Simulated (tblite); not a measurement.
C$_{3}$H$_{12}$AsNSi: geometry relaxation (part 1 of 4)

C$_{3}$H$_{12}$AsNSi, SMILES CN(C)C[SiH2][AsH2], computed with GFN2-xTB geometry optimisation, gas phase (tblite 0.8.0).

It belongs to a series of runs on one base structure; here: Si replaced by C.

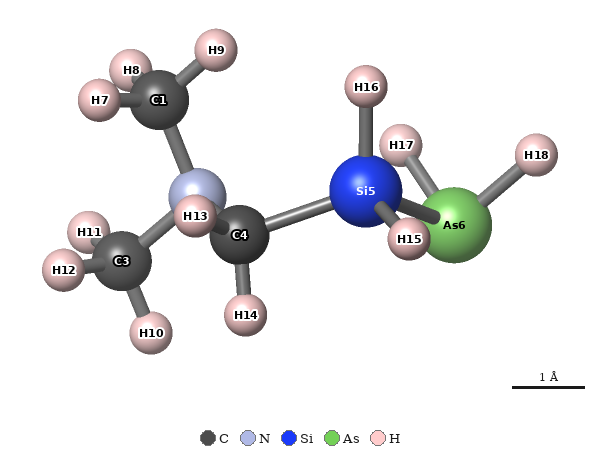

*The input geometry (ball-and-stick view, seen at a tilt; atoms are numbered from 1 in the order of the input).*

Bond lengths as drawn: As–H 1.56 to 1.57 Å, As–Si 2.33 Å, C–H 1.11 to 1.13 Å, C–N 1.46 to 1.48 Å, C–Si 1.88 Å and H–Si 1.46 to 1.47 Å.

## Results in brief

```csv
quantity,value
outcome,converged
total energy,−532.0717 eV
hardware,"1 CPU thread, shared host"
wall time,2.3 s
peak memory,0.18 GiB
```

## Input
```
{"job": {"kind": "relax", "xc": "GFN2-xTB", "basis": "xTB"}, "charge": 0, "multiplicity": 1}
C     -0.754500     1.583300     0.067200
N     -0.703200     0.206700    -0.443700
C     -2.015000    -0.204200    -0.925900
C     -0.248400    -0.715900     0.616800
Si     1.623600    -0.737600     0.747600
As     2.515600    -1.173000    -1.357800
H     -1.496300     1.685700     0.895600
H     -1.049700     2.280800    -0.748200
H      0.238400     1.914100     0.427900
H     -1.971200    -1.208900    -1.390900
H     -2.374800     0.499500    -1.719600
H     -2.776300    -0.225600    -0.103600
H     -0.690500    -0.464100     1.625400
H     -0.533300    -1.771500     0.384800
H      2.043500    -1.775100     1.683100
H      2.114700     0.563900     1.233700
H      2.128800     0.252600    -1.871600
H      3.940000    -0.704400    -0.905600
```

The first line tells a small driver script what to run in tblite; the rest is the geometry in Å.

Launched with:
```bash
OMP_NUM_THREADS=1 python <driver script> task.json out
```

## What the program printed
```
step      E/eV     max force
  0    -531.73854    1.054
  1    -531.83196    0.619
  2    -531.89317    0.520
  3    -531.90906    0.342
  4    -531.92766    0.363
  5    -531.93623    0.288
  6    -531.94420    0.211
  7    -531.94690    0.128
  8    -531.94911    0.153
  9    -531.95102    0.151
 10    -531.95295    0.107
 11    -531.95472    0.119
 12    -531.95669    0.127
 13    -531.95895    0.136
 14    -531.96152    0.133
 15    -531.96416    0.114
 16    -531.96664    0.134
 17    -531.96861    0.097
 18    -531.96993    0.097
 19    -531.97090    0.090
 20    -531.97199    0.103
 21    -531.97364    0.126
 22    -531.97631    0.188
 23    -531.98003    0.209
 24    -531.98346    0.146
 25    -531.98572    0.156
 26    -531.98761    0.154
 27    -531.98979    0.164
 28    -531.99292    0.244
 29    -531.99731    0.280
 30    -532.00231    0.236
 31    -532.00657    0.133
 32    -532.00953    0.164
 33    -532.01239    0.198
 34    -532.01525    0.181
 35    -532.01859    0.298
 36    -532.02269    0.172
 37    -532.02771    0.129
 38    -532.02968    0.138
 39    -532.03247    0.120
 40    -532.03427    0.104
 41    -532.03613    0.109
 42    -532.03829    0.112
 43    -532.04117    0.122
 44    -532.04412    0.128
 45    -532.04667    0.127
 46    -532.04882    0.129
 47    -532.05056    0.090
 48    -532.05238    0.079
 49    -532.05351    0.068
 50    -532.05437    0.065
 51    -532.05496    0.062
 52    -532.05570    0.055
 53    -532.05675    0.076
 54    -532.05802    0.084
 55    -532.05923    0.080
 56    -532.06036    0.109
 57    -532.06175    0.125
 58    -532.06367    0.117
 59    -532.06565    0.101
 60    -532.06678    0.061
 61    -532.06719    0.050
 62    -532.06747    0.042
 63    -532.06786    0.058
 64    -532.06835    0.066
 65    -532.06880    0.047
 66    -532.06908    0.034
 67    -532.06929    0.037
 68    -532.06951    0.039
 69    -532.06976    0.042
 70    -532.07000    0.040
 71    -532.07016    0.028
 72    -532.07027    0.021
 73    -532.07037    0.020
 74    -532.07045    0.022
 75    -532.07052    0.019
 76    -532.07061    0.021
 77    -532.07071    0.022
 78    -532.07080    0.026
 79    -532.07088    0.020
 80    -532.07094    0.016
 81    -532.07099    0.016
 82    -532.07103    0.015
 83    -532.07105    0.011
 84    -532.07107    0.011
 85    -532.07109    0.015
 86    -532.07113    0.025
 87    -532.07119    0.032
 88    -532.07126    0.028
 89    -532.07131    0.014
 90    -532.07135    0.012
 91    -532.07137    0.012
 92    -532.07140    0.014
 93    -532.07144    0.020
 94    -532.07150    0.027
 95    -532.07156    0.022
 96    -532.07161    0.014
 97    -532.07164    0.017
 98    -532.07166    0.018
 99    -532.07169    0.016
100    -532.07172    0.013
101    -532.07173    0.007
```

## Trajectory as extended XYZ (Å, eV, eV/Å), 45 of the 102 frames kept, from step=0 to step=101
```
18
Properties=species:S:1:pos:R:3:forces:R:3 step=0 energy=-531.73854
C    -0.7545    1.5833    0.0672   -0.0340   0.0920  -0.2300
N    -0.7032    0.2067   -0.4437   -0.1520  -0.1620   0.5660
C    -2.0150   -0.2042   -0.9259   -0.5140   0.2240  -0.4000
C    -0.2484   -0.7159    0.6168   -0.6250  -0.0910   0.4110
Si    1.6236   -0.7376    0.7476    0.8640   0.3920  -0.4590
As    2.5156   -1.1730   -1.3578    0.1860   0.7350  -0.1040
H    -1.4963    1.6857    0.8956    0.3680  -0.0210  -0.3190
H    -1.0497    2.2808   -0.7482    0.1270  -0.5590   0.4260
H     0.2384    1.9141    0.4279   -0.5250  -0.3740  -0.1590
H    -1.9712   -1.2089   -1.3909    0.1350   0.5010   0.3450
H    -2.3748    0.4995   -1.7196    0.3330  -0.4450   0.6680
H    -2.7763   -0.2256   -0.1036    0.3420   0.0140  -0.4500
H    -0.6905   -0.4641    1.6254    0.0120  -0.2180  -0.8230
H    -0.5333   -1.7715    0.3848   -0.1540   0.8400   0.0090
H     2.0435   -1.7751    1.6831   -0.0050  -0.1270   0.2670
H     2.1147    0.5639    1.2337   -0.0200  -0.0670   0.2050
H     2.1288    0.2526   -1.8716    0.3470  -0.6670   0.2870
H     3.9400   -0.7044   -0.9056   -0.6870  -0.0670  -0.2380
18
Properties=species:S:1:pos:R:3:forces:R:3 step=2 energy=-531.89317
C    -0.7567    1.5789    0.0620   -0.0600  -0.3170   0.0270
N    -0.7136    0.2009   -0.4252   -0.0480  -0.0260  -0.0100
C    -2.0258   -0.1984   -0.9317    0.2710  -0.0520   0.2830
C    -0.2598   -0.7152    0.6282    0.4290   0.1950  -0.2190
Si    1.6514   -0.7248    0.7303   -0.0100  -0.0190  -0.0240
As    2.5228   -1.1452   -1.3641    0.0010  -0.0410  -0.1730
H    -1.4819    1.6858    0.8835    0.0100   0.0490   0.0430
H    -1.0462    2.2601   -0.7360   -0.0500  -0.1360  -0.1340
H     0.2197    1.8986    0.4221    0.0210  -0.1930  -0.0050
H    -1.9653   -1.1905   -1.3780    0.1060  -0.0090   0.0500
H    -2.3637    0.4879   -1.6987    0.0260   0.2040  -0.0760
H    -2.7655   -0.2248   -0.1212   -0.1660   0.0090  -0.0040
H    -0.6944   -0.4719    1.5987   -0.2520   0.0090   0.1430
H    -0.5426   -1.7407    0.3838   -0.2250   0.1030  -0.1020
H     2.0427   -1.7781    1.6927   -0.0410   0.1130   0.0010
H     2.1150    0.5637    1.2444    0.0600   0.1060   0.2440
H     2.1445    0.2259   -1.8595    0.2200  -0.0900   0.0980
H     3.9107   -0.7059   -0.9163   -0.2910   0.0940  -0.1440
18
Properties=species:S:1:pos:R:3:forces:R:3 step=5 energy=-531.93623
C    -0.7608    1.5605    0.0608    0.0270   0.1600   0.0170
N    -0.7138    0.1971   -0.4214    0.1090   0.0200  -0.0560
C    -2.0162   -0.1978   -0.9192   -0.1180  -0.0060  -0.0840
C    -0.2399   -0.7036    0.6232   -0.1850  -0.0830   0.1150
Si    1.6642   -0.7188    0.7241    0.0040   0.0720   0.0570
As    2.5213   -1.1482   -1.3810   -0.1540  -0.2430  -0.0210
H    -1.4784    1.6889    0.8853   -0.0550  -0.0330   0.0560
H    -1.0493    2.2376   -0.7432   -0.0250  -0.0890  -0.0850
H     0.2162    1.8738    0.4194    0.0970  -0.0930   0.0040
H    -1.9527   -1.1868   -1.3689    0.0520  -0.0630   0.0070
H    -2.3530    0.4976   -1.6917    0.1070   0.0090   0.0760
H    -2.7774   -0.2237   -0.1254   -0.0500   0.0100   0.0410
H    -0.7125   -0.4746    1.5946    0.0530   0.0170  -0.0610
H    -0.5630   -1.7184    0.3734    0.0230   0.0160  -0.0680
H     2.0387   -1.7680    1.6958   -0.0120   0.0800  -0.0100
H     2.1204    0.5706    1.2710    0.0280  -0.0340   0.1260
H     2.1695    0.2156   -1.8488    0.0710   0.1660  -0.0460
H     3.8781   -0.6957   -0.9330    0.0300   0.0940  -0.0670
18
Properties=species:S:1:pos:R:3:forces:R:3 step=7 energy=-531.94690
C    -0.7607    1.5612    0.0619    0.0260   0.0350  -0.0010
N    -0.7095    0.1971   -0.4231   -0.0790   0.0060   0.0600
C    -2.0171   -0.1987   -0.9173   -0.0200  -0.0090  -0.0260
C    -0.2409   -0.7032    0.6256   -0.1020  -0.0300   0.0010
Si    1.6667   -0.7128    0.7253   -0.0630   0.0630   0.0030
As    2.5114   -1.1623   -1.3879   -0.0890   0.0710   0.0590
H    -1.4803    1.6881    0.8891    0.0200  -0.0340  -0.0330
H    -1.0520    2.2252   -0.7516    0.0090  -0.0120  -0.0160
H     0.2215    1.8601    0.4188    0.0460   0.0000  -0.0070
H    -1.9454   -1.1894   -1.3655   -0.0070  -0.0010   0.0090
H    -2.3435    0.5029   -1.6864    0.0490  -0.0180   0.0210
H    -2.7845   -0.2227   -0.1246    0.0660   0.0060  -0.0260
H    -0.7169   -0.4739    1.5919    0.0330   0.0270   0.0010
H    -0.5691   -1.7115    0.3654    0.0550  -0.0700  -0.0300
H     2.0366   -1.7593    1.6964    0.0110   0.0260   0.0280
H     2.1242    0.5712    1.2885    0.0170  -0.0540   0.0770
H     2.1827    0.2212   -1.8479    0.0280   0.0080  -0.0420
H     3.8680   -0.6868   -0.9435    0.0000  -0.0140  -0.0780
18
Properties=species:S:1:pos:R:3:forces:R:3 step=9 energy=-531.95102
C    -0.7588    1.5637    0.0623    0.0070  -0.0850  -0.0140
N    -0.7127    0.1975   -0.4204   -0.0250  -0.0300   0.0160
C    -2.0183   -0.1999   -0.9182    0.0580   0.0000   0.0350
C    -0.2477   -0.7053    0.6265    0.0660   0.0120  -0.0370
Si    1.6621   -0.7068    0.7268   -0.0640  -0.0040   0.0270
As    2.5011   -1.1628   -1.3860   -0.0210   0.1430   0.0430
H    -1.4799    1.6857    0.8885    0.0350   0.0180  -0.0230
H    -1.0523    2.2205   -0.7561    0.0300   0.0220   0.0150
H     0.2271    1.8555    0.4181   -0.0110   0.0220  -0.0230
H    -1.9434   -1.1911   -1.3641   -0.0180   0.0060  -0.0040
H    -2.3370    0.5040   -1.6840   -0.0140   0.0160  -0.0620
H    -2.7831   -0.2220   -0.1255    0.0050  -0.0050  -0.0060
H    -0.7163   -0.4718    1.5920   -0.0380  -0.0090   0.0580
H    -0.5671   -1.7148    0.3605    0.0210  -0.0480   0.0060
H     2.0365   -1.7539    1.6982   -0.0020   0.0330   0.0070
H     2.1269    0.5676    1.3005    0.0120  -0.0130   0.0720
H     2.1891    0.2248   -1.8512   -0.0010  -0.0190  -0.0390
H     3.8650   -0.6848   -0.9530   -0.0410  -0.0590  -0.0710
18
Properties=species:S:1:pos:R:3:forces:R:3 step=11 energy=-531.95472
C    -0.7561    1.5616    0.0613    0.0030  -0.0570  -0.0200
N    -0.7163    0.1955   -0.4169    0.0930  -0.0450  -0.0600
C    -2.0172   -0.2005   -0.9183    0.0110   0.0120  -0.0020
C    -0.2521   -0.7076    0.6267    0.0650  -0.0050   0.0380
Si    1.6544   -0.7003    0.7306    0.0350  -0.0100   0.0580
As    2.4889   -1.1538   -1.3810   -0.0130   0.0420  -0.0090
H    -1.4770    1.6845    0.8864    0.0240   0.0450   0.0090
H    -1.0500    2.2168   -0.7589    0.0400   0.0170   0.0300
H     0.2315    1.8523    0.4155   -0.0370   0.0150  -0.0300
H    -1.9427   -1.1922   -1.3628   -0.0180   0.0040  -0.0140
H    -2.3310    0.5052   -1.6851   -0.0310  -0.0040  -0.0560
H    -2.7814   -0.2216   -0.1268   -0.0490  -0.0030   0.0110
H    -0.7177   -0.4709    1.5947   -0.0530  -0.0650   0.0130
H    -0.5631   -1.7205    0.3564    0.0050   0.0230   0.0490
H     2.0363   -1.7462    1.7006   -0.0130   0.0140  -0.0030
H     2.1303    0.5629    1.3179   -0.0070   0.0180   0.0640
H     2.1951    0.2281   -1.8577   -0.0390   0.0550  -0.0460
H     3.8593   -0.6871   -0.9675   -0.0160  -0.0550  -0.0320
18
Properties=species:S:1:pos:R:3:forces:R:3 step=14 energy=-531.96152
C    -0.7499    1.5512    0.0564    0.0240   0.0840  -0.0010
N    -0.7104    0.1852   -0.4183   -0.0030   0.0220   0.0090
C    -2.0148   -0.2006   -0.9200   -0.0400  -0.0210  -0.0450
C    -0.2524   -0.7125    0.6336   -0.0420   0.0020   0.0370
Si    1.6490   -0.6873    0.7461    0.1220   0.0520   0.0080
As    2.4614   -1.1315   -1.3747   -0.0680  -0.0720  -0.0810
H    -1.4669    1.6883    0.8830    0.0120  -0.0230  -0.0010
H    -1.0395    2.2122   -0.7601    0.0050  -0.0110  -0.0270
H     0.2354    1.8485    0.4062    0.0480  -0.0070   0.0100
H    -1.9450   -1.1932   -1.3629   -0.0230  -0.0140  -0.0220
H    -2.3238    0.5048   -1.6938    0.0040  -0.0610   0.0470
H    -2.7837   -0.2205   -0.1295    0.0200   0.0310  -0.0420
H    -0.7295   -0.4808    1.5999   -0.0360  -0.0610  -0.0620
H    -0.5543   -1.7274    0.3577    0.0150   0.0280   0.0640
H     2.0343   -1.7321    1.7065    0.0130  -0.0880   0.0440
H     2.1347    0.5576    1.3619   -0.0310   0.0610   0.0410
H     2.1993    0.2447   -1.8773   -0.0620   0.1010  -0.0040
H     3.8474   -0.7004   -0.9997    0.0420  -0.0210   0.0250
18
Properties=species:S:1:pos:R:3:forces:R:3 step=16 energy=-531.96664
C    -0.7432    1.5469    0.0522    0.0280   0.0610   0.0080
N    -0.7050    0.1781   -0.4198   -0.0960   0.0530   0.0770
C    -2.0139   -0.2025   -0.9233    0.0270  -0.0370   0.0090
C    -0.2519   -0.7153    0.6412    0.0020   0.0360  -0.0460
Si    1.6542   -0.6741    0.7601    0.0110   0.0090  -0.0150
As    2.4350   -1.1174   -1.3769   -0.0300   0.0310  -0.0660
H    -1.4574    1.6905    0.8804    0.0080  -0.0500  -0.0140
H    -1.0302    2.2087   -0.7630   -0.0220  -0.0070  -0.0700
H     0.2417    1.8456    0.3991    0.0890  -0.0160   0.0270
H    -1.9492   -1.1953   -1.3653   -0.0100  -0.0390  -0.0130
H    -2.3194    0.5003   -1.6993    0.0130  -0.0230   0.0330
H    -2.7852   -0.2171   -0.1348    0.0440   0.0320  -0.0410
H    -0.7437   -0.4947    1.6006   -0.0260   0.0140  -0.0200
H    -0.5463   -1.7307    0.3651    0.0350  -0.0290   0.0150
H     2.0336   -1.7282    1.7145    0.0240  -0.0870   0.0200
H     2.1354    0.5596    1.4008   -0.0320   0.0730   0.0160
H     2.1964    0.2662   -1.8933   -0.0450   0.0110   0.0670
H     3.8403   -0.7143   -1.0234   -0.0210  -0.0310   0.0130
18
Properties=species:S:1:pos:R:3:forces:R:3 step=18 energy=-531.96993
C    -0.7377    1.5485    0.0502    0.0120  -0.0110  -0.0040
N    -0.7060    0.1770   -0.4171   -0.0060   0.0070   0.0120
C    -2.0123   -0.2056   -0.9251    0.0380  -0.0090   0.0260
C    -0.2513   -0.7149    0.6437    0.0300   0.0160  -0.0230
Si    1.6590   -0.6665    0.7677   -0.0550  -0.0330   0.0120
As    2.4185   -1.1084   -1.3827    0.0000   0.0730   0.0010
H    -1.4515    1.6892    0.8785    0.0080  -0.0020  -0.0030
H    -1.0260    2.2062   -0.7687   -0.0050  -0.0070  -0.0340
H     0.2502    1.8429    0.3967    0.0300  -0.0180   0.0000
H    -1.9521   -1.1989   -1.3674    0.0180  -0.0250   0.0150
H    -2.3164    0.4961   -1.7005    0.0120   0.0140  -0.0170
H    -2.7842   -0.2133   -0.1399   -0.0050   0.0030   0.0080
H    -0.7535   -0.5022    1.5991   -0.0010   0.0500   0.0150
H    -0.5395   -1.7333    0.3707    0.0470  -0.0180  -0.0280
H     2.0346   -1.7317    1.7197    0.0120  -0.0180  -0.0430
H     2.1333    0.5657    1.4234   -0.0370   0.0250  -0.0180
H     2.1911    0.2800   -1.8977   -0.0310  -0.0120   0.0910
H     3.8349   -0.7244   -1.0354   -0.0680  -0.0340  -0.0100
18
Properties=species:S:1:pos:R:3:forces:R:3 step=21 energy=-531.97364
C    -0.7298    1.5487    0.0466   -0.0040  -0.0370  -0.0220
N    -0.7052    0.1753   -0.4141    0.0900  -0.0490  -0.0730
C    -2.0075   -0.2093   -0.9252   -0.0380   0.0260  -0.0240
C    -0.2501   -0.7139    0.6460   -0.0290  -0.0250   0.0570
Si    1.6566   -0.6610    0.7780    0.0360   0.0190   0.0050
As    2.3967   -1.0898   -1.3863   -0.0780  -0.0660   0.0630
H    -1.4434    1.6883    0.8757    0.0210   0.0440  -0.0060
H    -1.0210    2.2007   -0.7786    0.0380  -0.0220   0.0490
H     0.2628    1.8362    0.3927   -0.0580  -0.0040  -0.0410
H    -1.9512   -1.2055   -1.3657    0.0340   0.0320   0.0490
H    -2.3090    0.4926   -1.7034    0.0260  -0.0200  -0.0070
H    -2.7836   -0.2093   -0.1440   -0.0070  -0.0180   0.0190
H    -0.7624   -0.5023    1.5987    0.0300   0.0080  -0.0160
H    -0.5239   -1.7378    0.3710    0.0140   0.0450  -0.0160
H     2.0376   -1.7368    1.7179    0.0050   0.0110  -0.0530
H     2.1245    0.5733    1.4455   -0.0490  -0.0490  -0.0510
H     2.1814    0.2965   -1.8882   -0.0260   0.0970   0.0640
H     3.8187   -0.7397   -1.0516   -0.0050   0.0070   0.0040
```
